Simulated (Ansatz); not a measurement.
Input

```
crystal:
  periodic: [false, false, false]
  atoms:
    - {symbol: C, position_ang: [2.077774, 0.856576, -0.635378]}
    - {symbol: C, position_ang: [0.713642, 1.341577, -0.525828]}
    - {symbol: C, position_ang: [-0.427865, 1.746626, -0.434541]}
    - {symbol: C, position_ang: [-1.784652, 2.180377, -0.353242]}
    - {symbol: C, position_ang: [-2.063409, 3.338719, 0.279756]}
    - {symbol: B, position_ang: [-2.899562, 1.302720, -0.997501]}
    - {symbol: F, position_ang: [-3.284046, 3.813592, 0.401493]}
    - {symbol: F, position_ang: [-4.173051, 1.638228, -0.959273]}
    - {symbol: F, position_ang: [-2.590702, 0.178042, -1.610151]}
    - {symbol: H, position_ang: [2.431732, 0.441371, 0.321644]}
    - {symbol: H, position_ang: [2.152454, 0.062076, -1.394051]}
    - {symbol: H, position_ang: [2.766829, 1.665333, -0.925432]}
    - {symbol: H, position_ang: [-1.309150, 3.982731, 0.744822]}
basis:
  gaussian: {orbitals: def2-SVPD}
output: {forces: true, orbitals: {seedname: orbitals}}
hamiltonian: {xc: pbe0}
```

Command:

```sh
ansatz run input.yaml --threads 4 --pin off --max-ram 7830MiB --events-out events.jsonl --progress --plain --runs-dir runs
```

Geometry: PBE0-D3(BJ)/def2-SVP.

Method: isolated molecule in a Gaussian basis; Kohn-Sham density functional theory, functional PBE0 (Ansatz).

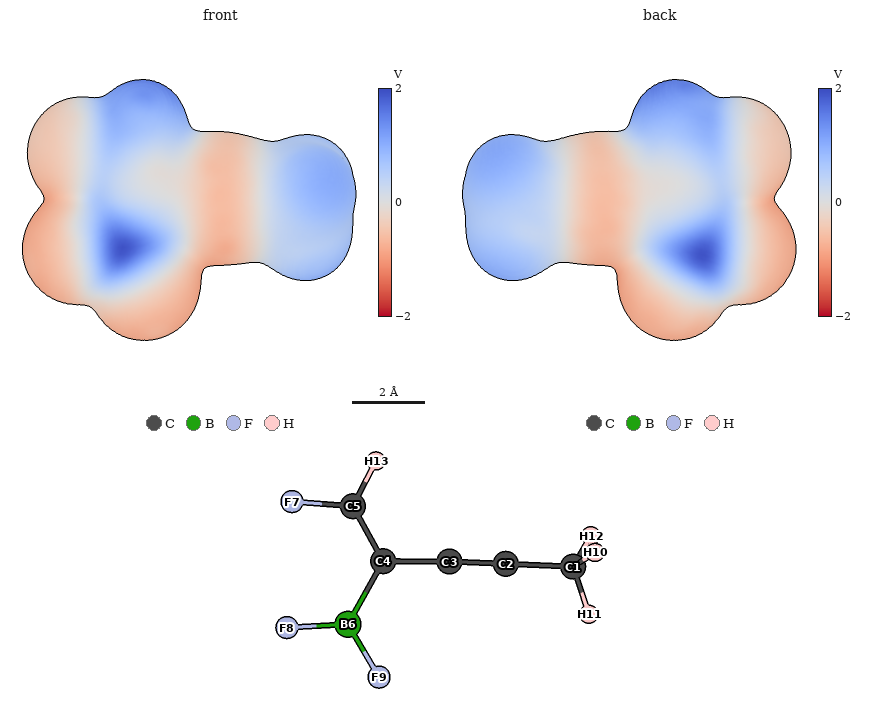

C5H4BF3. The molecular electrostatic potential painted on the density surface at 0.002 e/bohr³, seen from the front and from behind; red is negative and blue positive. The bare structure is drawn below in the same view.

Question: Which sites attract a positive test charge, and which a negative one?

Answer: A positive charge is drawn to the negative regions and a negative charge to the positive ones. The most negative region (about −0.9 V) lies over C3, F7, F8 and F9, the most positive (about +1.8 V) over B6.

Question: What dipole moment does the calculation give?

Answer: Its dipole moment is 3.03 D.
